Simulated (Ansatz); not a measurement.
# Static equation of state of AlN/GaN superlattice along [0001] (80 atoms)

The cell holds 80 atoms: 32 Al, 40 N and 8 Ga. Cell: a = 6.202 Å, b = 6.202 Å, c = 24.926 Å, α = 90.0°, β = 90.0°, γ = 120.0°. It derives from AlN and GaN. The starting structure: Wurtzite lattice with in-plane constant 3.112 Å; 4 periods of AlN and 1 of GaN along [0001], 2 x 2 in-plane cells; the two parts stretched along z by 1.0 and 1.0536; no plane holds both Al and Ga; every coordinate displaced by a Gaussian of 0.02 Å. Regions: AlN, 64 atoms (32 Al and 32 N); GaN, 16 atoms (8 Ga and 8 N).

Calculated with Ansatz 0.2.0: Kohn-Sham DFT, LDA, PAW (set soft_1), plane waves; cutoff 420 eV, k-mesh 3×3×1, fermi-dirac smearing of 0.05 eV. Cell and atoms were relaxed first, to V0 = 10.380 Å³ an atom at a residual P0 = 0.000 GPa. The cell was then scaled evenly, and the atoms were relaxed at each volume.

| volume (Å³/atom) | pressure (GPa) |
| --- | --- |
| 9.3423 | ? |
| 9.7575 | 14.67 |
| 10.069 | 6.796 |
| 10.692 | -5.846 |
| 11.003 | -10.87 |

**Question.** Fit the third-order Birch–Murnaghan equation to the rows given and extrapolate to the withheld row.

**Working.**

Take the Eulerian strain f = ½[(V0/V)^(2/3) − 1] and the normalised pressure F = (P − P0) / [3f(1 + 2f)^(5/2)]. The third-order Birch–Murnaghan equation is then the line F = B0 + (3/2)B0(B′ − 4) f, so u = f and v = F.

```
      u = f  v = F (GPa)
  0.0210565      209.469
  0.0102571      209.934
-0.00975644      209.811
 -0.0190507      209.592
```

With n = 4: mean u = 6.2661e-4, mean v = 209.701, Σ(u − ū)² = 0.0010051, Σ(u − ū)(v − v̄) = -0.0014914. Slope b = -0.0014914 / 0.0010051 = -1.4838; intercept a = v̄ − b ū = 209.70.

So B0 = a = 210 GPa and B′ = 4 + 2b/(3a) = 4.00. At the withheld volume f = 0.03638, F = a + b f = 209.6 GPa, and P = P0 + 3f(1 + 2f)^(5/2) F.

Prediction at 9.3423: 27.28 GPa. The run gave 27.17 GPa, so the fit is high by 0.10 GPa (0.38 % of the value).

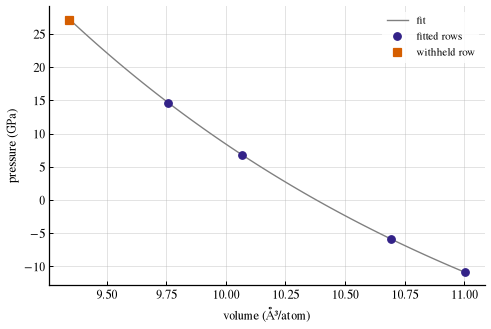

The fit, the rows that it rests on and the withheld row.

Among the rows given, the largest miss of the fit is at 9.7575, by 0.014 GPa (0.037 % of the range of the table).

Limits: Static cells at zero temperature; the cell shape is held. The program notes that the SCF threshold of these relaxations is loose for the stress.

[Logs are printed without paths, hosts, clocks, repeated set-up lines and the standing remarks that a program may print on its own settings, such as how far it seeks lower states.]

[Hosts, paths, dates, database ids (printed as entryN), source tags and the programs' standing remarks are cut or masked in the printed files.]
